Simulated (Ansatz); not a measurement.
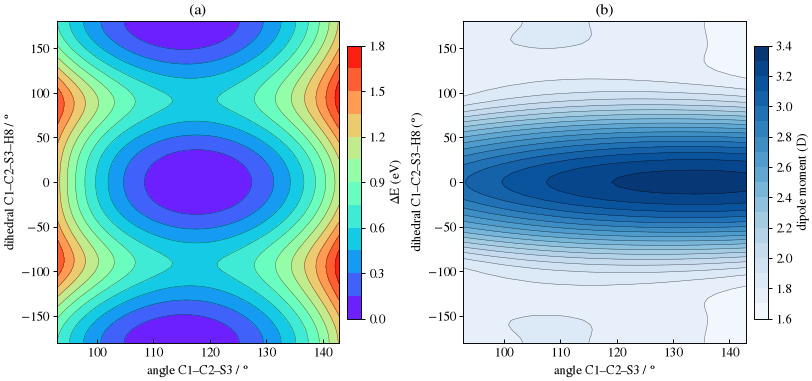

C₂H₄SSe, SMILES CC(S)=[Se]. The first coordinate is: angle C1–C2–S3; the second: dihedral C1–C2–S3–H8. Nothing is relaxed (all other coordinates rigid). The scan uses a 13 × 12 grid. Points are written as (first, second). Energies: eV, counted from the relaxed molecule at the same level. The calculation used RKS PBE-D4/def2-SVP (Ansatz).

Panel (a) is the energy and panel (b) the computed dipole moment on the same grid.

Drawn: filled contours. Between grid points the surface is interpolated.

Q: How does the dipole moment vary over the map, and what is it at the lowest grid point?

A: Leaving out the highest fifth of the energies, it runs from 1.67 D at (138.7°, −180°) to 3.34 D at (134.5°, 0°). At the lowest grid point, (117.9°, 0°), it is 3.29 D.

```
dihedral C1–C2–S3–H8 ↓, angle C1–C2–S3 →  92.9  97.0  101.2  105.4  109.5  113.7  117.9  122.0  126.2  130.4  134.5  138.7  142.9
                                     150  1.79  1.79   1.80   1.80   1.80   1.80   1.79   1.78   1.76   1.74   1.71   1.68   1.64
                                     120  1.76  1.77   1.77   1.78   1.78   1.79   1.78   1.78   1.77   1.75   1.73   1.71   1.68
                                      90  1.85  1.90   1.94   1.97   2.00   2.02   2.04   2.04   2.04   2.04   2.03   2.01   1.99
                                      60  2.34  2.39   2.45   2.50   2.54   2.57   2.59   2.61   2.62   2.63   2.62   2.61   2.60
                                      30  2.79  2.85   2.92   2.97   3.02   3.06   3.09   3.11   3.13   3.14   3.14   3.14   3.12
                                       0  2.99  3.06   3.12   3.18   3.22   3.26   3.29   3.32   3.33   3.34   3.34   3.34   3.32
                                     −30  2.79  2.85   2.92   2.97   3.02   3.06   3.09   3.11   3.13   3.14   3.14   3.14   3.12
                                     −60  2.34  2.39   2.45   2.50   2.54   2.57   2.59   2.61   2.62   2.63   2.62   2.61   2.60
                                     −90  1.85  1.90   1.94   1.98   2.00   2.02   2.04   2.04   2.05   2.04   2.03   2.01   1.99
                                    −120  1.76  1.77   1.77   1.78   1.78   1.79   1.78   1.78   1.77   1.75   1.73   1.71   1.68
                                    −150  1.79  1.79   1.80   1.80   1.80   1.80   1.79   1.78   1.76   1.74   1.71   1.68   1.64
                                    −180  1.78  1.79   1.80   1.80   1.80   1.80   1.79   1.78   1.76   1.74   1.71   1.67   1.63
```
